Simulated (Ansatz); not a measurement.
# LaSiPt: a short molecular-dynamics run

What does LaSiPt do over 20 steps of 1 fs under a Langevin thermostat and barostat at 2000 K and 0 GPa? The cell is a randomly packed cell of 12 atoms, taken as it stands, without a relaxation.

All numbers below are computed with Ansatz 0.2.0 (DFT PBEsol, plane waves, PAW, scalar-relativistic, no spin polarisation).

### 1 The starting structure

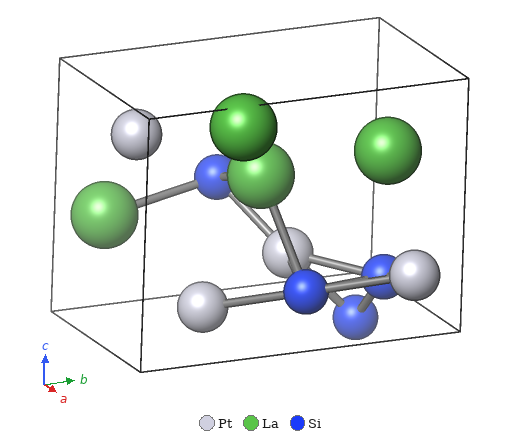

The starting structure, seen slightly off an axis (platinum light grey, lanthanum green, silicon blue). Each atom of the cell is drawn once.

As a file:

```
Pt La Si
1.0
     5.89567    0.44490    0.27022
     0.98750    7.09823    0.63258
     0.28750    0.14398    5.95394
Pt La Si
4 4 4
Direct
  0.23070 0.64530 0.16545
  0.40603 0.10687 0.76096
  0.44017 0.32304 0.05313
  0.84142 0.87044 0.18753
  0.79245 0.78741 0.68077
  0.92707 0.29266 0.88505
  0.48662 0.47860 0.56100
  0.13375 0.09327 0.37959
  0.66056 0.58314 0.12452
  0.45913 0.88340 0.08748
  0.99594 0.48142 0.43407
  0.16404 0.88372 0.85638
```

### 2 Molecular dynamics

The input, input.yaml:

```yaml
crystal:
  lattice:
    - [5.895672, 0.444904, 0.270217]
    - [0.987499, 7.098226, 0.632578]
    - [0.287502, 0.143983, 5.953942]
  atoms:
    - { symbol: Pt, position: [0.2307, 0.645304, 0.165447] }
    - { symbol: Pt, position: [0.406025, 0.106875, 0.760961] }
    - { symbol: Pt, position: [0.440167, 0.323037, 0.053132] }
    - { symbol: Pt, position: [0.841421, 0.870437, 0.187527] }
    - { symbol: La, position: [0.792454, 0.787411, 0.680771] }
    - { symbol: La, position: [0.927072, 0.292662, 0.88505] }
    - { symbol: La, position: [0.486621, 0.478604, 0.560998] }
    - { symbol: La, position: [0.133751, 0.093272, 0.379591] }
    - { symbol: Si, position: [0.660565, 0.583139, 0.124523] }
    - { symbol: Si, position: [0.459131, 0.883399, 0.087482] }
    - { symbol: Si, position: [0.99594, 0.481418, 0.434073] }
    - { symbol: Si, position: [0.164044, 0.883719, 0.856384] }
kpoints:
  mp_grid: { grid: [3, 2, 3] }
magnetization:
  spin_polarized: false
scf:
  occupations: { method: cold, width: 0.15 }
hamiltonian:
  pseudopotentials: { kind: paw }
  xc: pbesol
basis:
  ecutwfc: 420
md:
  timestep: 1.0
  n_steps: 20
  ensemble: npt_langevin
  temperature: 2000.0
  initial_velocities: maxwell_boltzmann
  seed: 448467
  pressure: 0.0
```

On the command line:

```bash
ansatz run input.yaml --threads 2 --pin off --max-ram 2560MiB --backend cpu --events-out ev --progress --plain --runs-dir out
```

**Question.** What will these runs give? Wanted: temperature, first and last step; temperature, second half; potential energy, second half; largest change of the conserved energy; volume, first and last step; mean square displacement, second half.

As calculated:

| quantity | value |
| --- | --- |
| length | 20 steps of 1 fs |
| temperature, first and last step | 1833 and 1032 K |
| temperature, second half | mean 1138 K, from 919 to 1319 K |
| potential energy, second half | -36 meV/atom from the start |
| largest change of the conserved energy | 0.03 meV/atom |
| volume, first and last step | 20.47 and 21.82 Å³/atom |
| mean square displacement, second half | Si 0.027, La 0.007, Pt 0.003 Å² |

In words: Against a set 2000 K the second half averages 1138 K, going from 1290 to 1032 K over that half. The conserved energy strays from its start by at most 0.03 meV/atom, under 0.1 % of the mean kinetic energy, so a step of 1 fs is short enough over this time. Over the second half Si atoms stand 0.2 Å (root mean square) from where they began, and the farthest move is 0.2 Å. The volume changes by +6.6 % from first to last step, and is still moving at the end, so it is no equilibrium value. A run of 20 fs with 12 atoms shows the motion but fixes no equilibrium value. The k-mesh is coarse for this cell.
